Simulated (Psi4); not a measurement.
**CH4Si (SMILES C[SiH]): MP3/aug-cc-pV(D+d)Z (density fitting, density fitting for correlation)**

What is the vertical singlet–triplet gap of CH4Si at MP3/aug-cc-pV(D+d)Z (density fitting, density fitting for correlation)? 

The calculation is run with Psi4 1.11.

4 further runs of the same task are left out: 1 that didn't finish, 3 set aside as unsound or not needed.

## (1) The system as given

CH4Si: 6 atoms, total charge 0, spin state singlet. As SMILES, `C[SiH]`. The shape is that of a PBE0-D4/def2-TZVP optimisation.

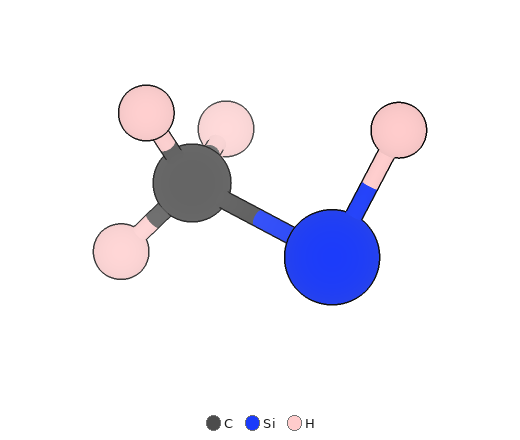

Viewed from a chosen angle; carbon dark grey, silicon blue, hydrogen pink.

## (2) A single-point energy at MP3/aug-cc-pV(D+d)Z (density fitting, density fitting for correlation)

File run.py:

```python
import psi4

psi4.set_memory(1600000000)
psi4.set_num_threads(1)
psi4.set_output_file('psi4.out', False)

geom = psi4.geometry("""
C
Si 1 1.892384
H 1 1.097562 2 109.69888
H 1 1.090646 3 109.04356 2 125.23136
H 1 1.097786 4 108.9829 3 -114.66165
H 2 1.530866 1 94.20249 4 -179.79521
symmetry c1
no_reorient
no_com
""")

psi4.set_options({
    'basis': 'aug-cc-pV(D+d)Z',
    'scf_type': 'df',
    'freeze_core': True,
    'mp_type': 'df',
})

E, wfn = psi4.energy('mp3', return_wfn=True)
print(f'mp3 energy: {E:.10f} Eh')
for k, v in sorted(psi4.core.scalar_variables().items()):
    print(f'{k:45s} {v:18.10f}')
```

Started as:

```bash
$ python run.py
```

psi4.out:

```text
[...]
  Running in c1 symmetry.
[...]
  Nuclear repulsion =   48.603695055921584
[...]
  Multiplicity = 1
[...]
  Nalpha       = 12
  Nbeta        = 12
[...]
    Number of basis functions: 91
[...]
   @DF-RHF iter   1:  -328.98053195007395   -6.31652e-01   4.23440e-03 DIIS/ADIIS
[...]
   @DF-RHF iter  10:  -329.07232982293874   -1.82467e-11   6.36877e-09 DIIS
[...]
    Orbital Energies [Eh]
    ---------------------
    Doubly Occupied:
       1A    -68.793785     2A    -11.215921     3A     -6.137039
       4A     -4.241055     5A     -4.238846     6A     -4.237674
       7A     -0.948886     8A     -0.637389     9A     -0.561954
      10A     -0.552987    11A     -0.439945    12A     -0.318476
[...]
  @DF-RHF Final Energy:  -329.07232982293874
   => Energetics <=
    Nuclear Repulsion Energy =             48.6036950559215839
    One-Electron Energy =                -550.7041357301233120
    Two-Electron Energy =                 173.0281108512629658
    Total Energy =                       -329.0723298229387410
[...]
 Multipole Moments:
 ------------------------------------------------------------------------------------
     Multipole            Electronic (a.u.)      Nuclear  (a.u.)        Total (a.u.)
 ------------------------------------------------------------------------------------
 L = 1.  Multiply by 2.5417464519 to convert [e a0] to [Debye]
 Dipole X            :         -1.0740872            1.1733745            0.0992874
 Dipole Y            :         -0.6844311            0.7483364            0.0639053
 Dipole Z            :          3.3442775           -3.7915040           -0.4472265
 Magnitude           :                                                    0.4625510
[...]
	DF-MP2 Total Energy (a.u.)         :  -329.31571975082022
[...]
	DF-MP3 Total Energy (a.u.)         :  -329.34897160885055
[...]
```

The script printed:

```text
mp3 energy: -329.3489716089 Eh
CURRENT CORRELATION ENERGY                         -0.2766417859
CURRENT ENERGY                                   -329.3489716089
CURRENT REFERENCE ENERGY                         -329.0723298229
DD SOLVATION ENERGY                                 0.0000000000
HF KINETIC ENERGY                                 328.9747990493
HF POTENTIAL ENERGY                              -658.0471288723
HF TOTAL ENERGY                                  -329.0723298229
HF VIRIAL RATIO                                     2.0002964688
MP2 CORRELATION ENERGY                             -0.2433899279
MP2 DOUBLES ENERGY                                 -0.2433899279
MP2 SINGLES ENERGY                                  0.0000000000
MP2 TOTAL ENERGY                                 -329.3157197508
MP2.5 CORRELATION ENERGY                           -0.2600158569
MP2.5 DOUBLES ENERGY                               -0.2600158569
MP2.5 SINGLES ENERGY                                0.0000000000
MP2.5 TOTAL ENERGY                               -329.3323456798
MP3 CORRELATION ENERGY                             -0.2766417859
MP3 DOUBLES ENERGY                                 -0.2766417859
MP3 SINGLES ENERGY                                  0.0000000000
MP3 TOTAL ENERGY                                 -329.3489716089
NUCLEAR REPULSION ENERGY                           48.6036950559
ONE-ELECTRON ENERGY                              -550.7041357301
PCM POLARIZATION ENERGY                             0.0000000000
PE ENERGY                                           0.0000000000
SCF ITERATION ENERGY                             -329.0723298229
SCF ITERATIONS                                     10.0000000000
SCF TOTAL ENERGY                                 -329.0723298229
SCS(N)-MP2 CORRELATION ENERGY                     329.0723298229
SCS(N)-MP2 TOTAL ENERGY                             0.0000000000
SCS-MP2 CORRELATION ENERGY                        329.0723298229
SCS-MP2 TOTAL ENERGY                                0.0000000000
SOS-MP2 CORRELATION ENERGY                        329.0723298229
SOS-MP2 TOTAL ENERGY                                0.0000000000
TWO-ELECTRON ENERGY                               173.0281108513
```

Wall time 1.9 s (1 thread of INTEL XEON PLATINUM 8581C at 2.30GHz (Emerald Rapids), shared host); peak memory 0.28 GiB.

## (3) The triplet, same level

File ch4si.sdf:

```

     RDKit          3D

  6  5  0  0  0  0  0  0  0  0999 V2000
   -0.0935   -0.3660   -0.3703 C   0  0  0  0  0  0  0  0  0  0  0  0
    0.9173    0.2098    1.1223 Si  0  0  0  0  0  2  0  0  0  0  0  0
   -1.1569   -0.4101   -0.1022 H   0  0  0  0  0  0  0  0  0  0  0  0
    0.2150   -1.3356   -0.7630 H   0  0  0  0  0  0  0  0  0  0  0  0
   -0.0240    0.3820   -1.1708 H   0  0  0  0  0  0  0  0  0  0  0  0
    0.1422    1.5200    1.2840 H   0  0  0  0  0  0  0  0  0  0  0  0
  2  1  1  0
  3  1  1  0
  4  1  1  0
  5  1  1  0
  6  2  1  0
M  RAD  1   2   3
M  END
$$$$
```

File ch4si_ase.py:

```python
import numpy as np
from ase.calculators.psi4 import Psi4
from ase.io import read

atoms = read('ch4si.sdf')
calc = Psi4(atoms=atoms, method='mp3', basis='aug-cc-pV(D+d)Z', memory='1600MB', num_threads=1, charge=0, multiplicity=3, label='psi4-calc', reference='uhf')
calc.psi4.set_options({'scf_type': 'df', 'freeze_core': True, 'mp_type': 'df'})
atoms.calc = calc

print(f'energy: {atoms.get_potential_energy():.6f} eV')
```

Started as:

```bash
$ python ch4si_ase.py
```

psi4-calc.dat:

```text
[...]
  Running in c1 symmetry.
[...]
  Nuclear repulsion =   48.603693658180966
[...]
  Multiplicity = 3
[...]
  Nalpha       = 13
  Nbeta        = 11
[...]
    Number of basis functions: 91
[...]
   @DF-UHF iter   1:  -328.93788463846556   -5.89008e-01   4.40610e-03 ADIIS/DIIS
[...]
   @DF-UHF iter  14:  -329.04828153356920   -1.58593e-11   9.79521e-09 DIIS
[...]
   @S^2 Observed:                2.004500636E+00
[...]
    Orbital Energies [Eh]
    ---------------------
    Alpha Occupied:
       1A    -68.797747     2A    -11.226192     3A     -6.145408
       4A     -4.256628     5A     -4.252361     6A     -4.245178
       7A     -0.954707     8A     -0.684101     9A     -0.569932
      10A     -0.560235    11A     -0.448299    12A     -0.401867
      13A     -0.288896
    Alpha Virtual:
      14A      0.035382    15A      0.048171    16A      0.054137
      17A      0.059328    18A      0.073932    19A      0.089467
      20A      0.091091    21A      0.126786    22A      0.147559
      23A      0.150991    24A      0.164326    25A      0.173712
[...]
  @DF-UHF Final Energy:  -329.04828153356920
   => Energetics <=
    Nuclear Repulsion Energy =             48.6036936581809655
    One-Electron Energy =                -550.5800412331736879
    Two-Electron Energy =                 172.9280660414235342
    Total Energy =                       -329.0482815335691384
  UHF NO Occupations:
  HONO-2 :   11  A 1.9982081
  HONO-1 :   12  A 1.0000000
[...]
 Multipole Moments:
 ------------------------------------------------------------------------------------
     Multipole            Electronic (a.u.)      Nuclear  (a.u.)        Total (a.u.)
 ------------------------------------------------------------------------------------
 L = 1.  Multiply by 2.5417464519 to convert [e a0] to [Debye]
 Dipole X            :          2.7985805           -2.7843295            0.0142510
 Dipole Y            :         -0.2415655            0.0109674           -0.2305981
 Dipole Z            :          2.7675427           -2.9256978           -0.1581551
 Magnitude           :                                                    0.2799850
[...]
	DF-SCS-MP2 Total Energy (a.u.)     :  -329.27679207483510
	DF-SOS-MP2 Total Energy (a.u.)     :  -329.27801165455804
	DF-SCS(N)-MP2 Total Energy (a.u.)  :  -329.13514792484892
[...]
	DF-MP2 Total Energy (a.u.)         :  -329.27435291538910
[...]
	DF-MP3 Total Energy (a.u.)         :  -329.30347597526543
[...]
```

Standard output:

```text
energy: -8960.804004 eV
```

It took 2.9 s on 1 thread of INTEL XEON PLATINUM 8581C at 2.30GHz (Emerald Rapids), shared host; peak memory 0.32 GiB.

## (4) Outcome

Level: MP3/aug-cc-pV(D+d)Z (density fitting, density fitting for correlation), 6 core orbitals frozen.

| quantity | value |
| --- | --- |
| singlet: total energy | -329.34897 Eh |
| singlet: HOMO energy (Hartree–Fock orbitals) | -8.67 eV |
| singlet: LUMO energy (Hartree–Fock orbitals) | 0.39 eV |
| singlet: HOMO–LUMO gap (Hartree–Fock orbitals) | 9.06 eV |
| singlet: correlation energy (6 core orbitals frozen) | -276.6 mEh |
| triplet: total energy | -329.30348 Eh |
| triplet: HOMO energy (Hartree–Fock orbitals) (highest over α and β) | -7.86 eV |
| triplet: LUMO energy (Hartree–Fock orbitals) (lowest over α and β) | 0.10 eV |
| triplet: correlation energy (6 core orbitals frozen) | -255.2 mEh |
| triplet: ⟨S²⟩ of the reference determinant | 2.005 |
| vertical energy of the triplet above the singlet | 1.238 eV |

In words: At this shape the triplet lies 1.24 eV (119 kJ/mol) above the singlet.
